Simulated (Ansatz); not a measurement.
System: Cr₂Ge₆Mo.

```
CELL_PARAMETERS angstrom
4.62914 0.00000 0.00000
0.00000 8.15286 0.00000
0.00000 0.00000 13.87083
ATOMIC_POSITIONS crystal
Cr 0.00000 0.00000 0.33296
Cr 0.50000 0.50000 0.33296
Cr 0.50000 0.00000 0.83296
Cr 0.00000 0.50000 0.83296
Cr 0.50000 0.00000 0.16704
Cr 0.00000 0.50000 0.16704
Cr 0.00000 0.00000 0.66704
Cr 0.50000 0.50000 0.66704
Ge 0.50000 0.16087 0.00000
Ge 0.00000 0.66087 0.00000
Ge 0.00000 0.16087 0.50000
Ge 0.50000 0.66087 0.50000
Ge 0.50000 0.15996 0.33118
Ge 0.00000 0.65996 0.33118
Ge 0.00000 0.15996 0.83118
Ge 0.50000 0.65996 0.83118
Ge 0.00000 0.15996 0.16882
Ge 0.50000 0.65996 0.16882
Ge 0.50000 0.15996 0.66882
Ge 0.00000 0.65996 0.66882
Ge 0.00000 0.33913 0.00000
Ge 0.50000 0.83913 0.00000
Ge 0.50000 0.33913 0.50000
Ge 0.00000 0.83913 0.50000
Ge 0.00000 0.34004 0.33118
Ge 0.50000 0.84004 0.33118
Ge 0.50000 0.34004 0.83118
Ge 0.00000 0.84004 0.83118
Ge 0.50000 0.34004 0.16882
Ge 0.00000 0.84004 0.16882
Ge 0.00000 0.34004 0.66882
Ge 0.50000 0.84004 0.66882
Mo 0.00000 0.00000 0.00000
Mo 0.50000 0.50000 0.00000
Mo 0.50000 0.00000 0.50000
Mo 0.00000 0.50000 0.50000
```

Space group Fmmm; a structure generated by program, which may or may not match a known phase; computed pressure about −10 GPa in this cell; computed without spin polarisation.

Computed with Ansatz, DFT LDA, scalar-relativistic, plane waves, PAW.

### What will maps of the valence pseudo-density and electron localisation function show?

Ge–Ge (2.62 Å): ρ is about 0.31 e/Å³ halfway; the ELF is about 0.35 at the midpoint.
Cr–Ge (2.62 Å): ρ at the midpoint is about 0.32 e/Å³; the ELF is about 0.45 at the midpoint.
Ge–Mo (2.68 Å): the density is about 0.36 e/Å³ at the midpoint; the ELF is about 0.40 at the midpoint.
Ge–Ge (2.69 Å): ρ at the midpoint is about 0.3 e/Å³; the ELF is about 0.45 at the midpoint.
Bader's partition of the density gives Cr +0.44, Ge −0.19 and Mo +0.25 e.

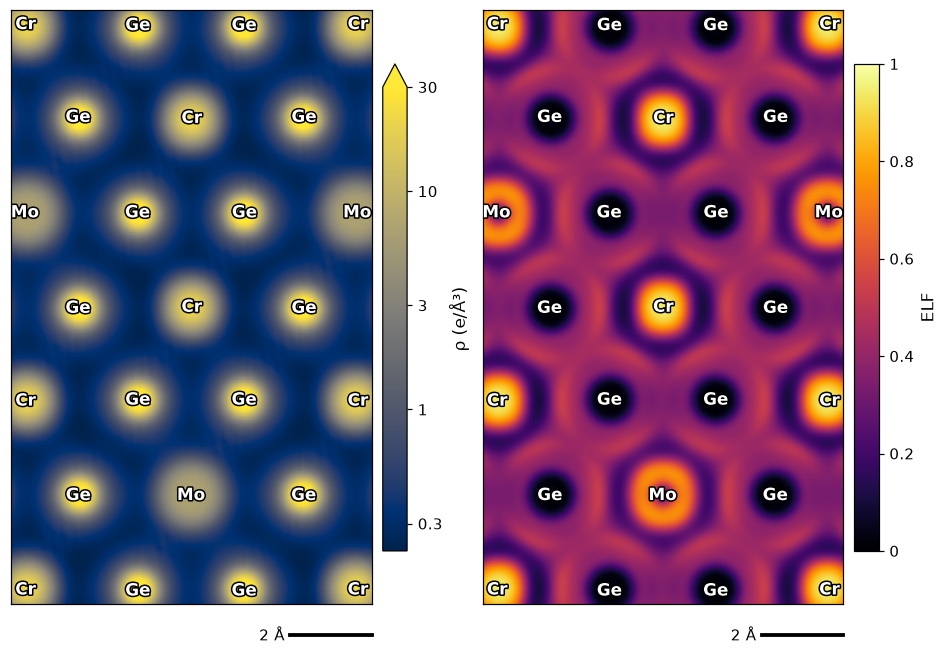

Computed valence pseudo-density and electron localisation function on the (100) plane of the conventional cell, in this order. 

Core electrons are frozen (PAW), and the valence fields are smoothed inside the atomic spheres.
